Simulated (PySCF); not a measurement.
Consider C5H7N2OS (SMILES CO[CH]Cc1cnsn1) (doublet).

Input

```
{"job": {"kind": "epr", "basis": "pcH-1"}, "charge": 0, "multiplicity": 2}
C      2.312527     0.867633    -0.323232
O      1.530081     0.347036     0.723307
C      0.881441    -0.816523     0.478892
C     -0.325672    -1.104575     1.294452
C     -1.428851    -0.499592     0.484630
C     -1.657650     0.888695     0.318076
N     -2.602157     1.160854    -0.545204
S     -3.188534    -0.241188    -1.142356
N     -2.222861    -1.230508    -0.279226
H      3.081484     0.153795    -0.635152
H      1.689889     1.120601    -1.188141
H      2.786752     1.768829     0.060913
H      1.010415    -1.285792    -0.485146
H     -0.247068    -0.625759     2.269826
H     -0.489777    -2.175753     1.399719
H     -1.137616     1.681192     0.824715
```

Command:

```sh
OMP_NUM_THREADS=1 python probes_run.py task.json out
```

Geometry: GFN2-xTB.

Method: UKS B3LYP, pcH-1 on C H N O S, non-relativistic, mean-field spin-orbit, GIAO in PySCF.

**Predict the electron density, electron localisation function and spin density between the atoms.**

C–N (1.31 Å): the density is about 2.2 e/Å³ at the midpoint; the ELF peaks at about 0.90 between the atoms, as expected for localised, covalent bonding.
C–C (1.42 Å): ρ is about 1.8 e/Å³ halfway; the ELF peaks at about 0.95 between the atoms: localised, covalent bonding.
S–N (1.63 Å): ρ is about 1.7 e/Å³ halfway; the ELF peaks at about 0.85 between the atoms, as expected for a covalent bond.
C–H (1.07 Å): ρ at the midpoint is about 1.7 e/Å³; the ELF is about 1 at the midpoint; a covalent bond by its length.
The unpaired spin (1 electron) lies mostly on C3 (about 0.6), O2 (about 0.2) and H13 (about 0.1), in electrons by Hirshfeld's partition.

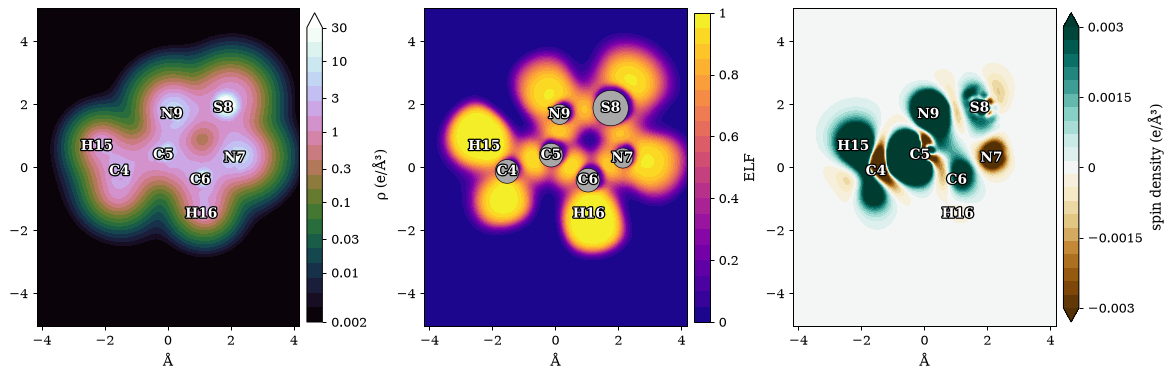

Computed electron density, electron localisation function and spin density on the plane of atoms C6, C5 and N9, in this order. Grey discs cover the atomic cores in the ELF map. 
